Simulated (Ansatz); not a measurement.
**SnTe (SMILES [Sn][Te]): the vertical electron affinity, rung by rung**

The species is SnTe (2 atoms), meant as a singlet with charge 0. SMILES: `[Sn][Te]`. Geometry: a GFN2-xTB relaxation, a rough one for these elements and not checked as a minimum.

```
atom   x (Å)   y (Å)   z (Å)
  Sn  0.0000  0.0000  0.0000
  Te  0.0000  0.0000  2.5368
```

Each level gives the vertical electron affinity (to the doublet anion) (eV). The values are calculated.

The electron affinity is E(neutral) − E(anion): positive where the electron is bound.

```csv
level,kind,program,value (eV),less FCI/STO-3G,CPU time (all runs)
HF/STO-3G,Hartree–Fock,Ansatz,-3.48,+0.97,2.9 s
PBE/STO-3G,GGA,Ansatz,-3.26,+1.19,3.1 s
r2SCAN/STO-3G,meta-GGA,Ansatz,-3.16,+1.29,9 s
PBE0/STO-3G,global hybrid,Ansatz,-3.04,+1.41,3.8 s
CAM-B3LYP/STO-3G,range-separated hybrid,Ansatz,-2.96,+1.49,3.7 s
wB97M-V/STO-3G,range-separated hybrid,Ansatz,-3.16,+1.29,22 s
B2PLYP/STO-3G,double hybrid,Ansatz,-3.66,+0.79,4 s
CCSD(T)/STO-3G,coupled cluster or CI,Ansatz,-4.44,+0.01,4.7 s
FCI/STO-3G,exact in the basis,Ansatz,-4.45,0.00,5.5 s
```

FCI/STO-3G is exact within its basis and frozen core, so for wave-function methods in that basis the difference is their error; functionals converge differently with the basis, so for them it is only a difference. All-electron rows without a relativistic Hamiltonian named are non-relativistic. Spin-orbit coupling, which can split open shells on such heavy atoms by tenths of an eV, is left out. The values span -4.45 to -2.96 eV. All rows use very small basis sets, so none should be taken for the real molecule's value. In the correlated wave-function rows the outer d shell of Sn, Te is correlated, in sets not made for it. Negative values mean that the anion is unbound at that level; they are set by how diffuse the basis is and aren't properties of the molecule, whose anion may well be bound. In so small a basis fixed costs decide the times, and correlated methods can beat functionals. Times are those of the runs behind each value, whatever else they computed, on shared processors of several kinds: orders of magnitude only.

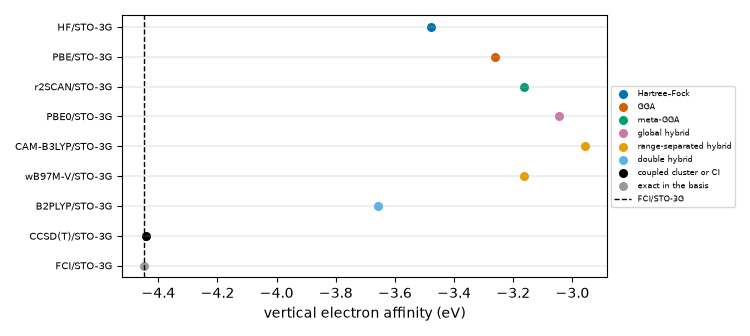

The values of the table, level by level.
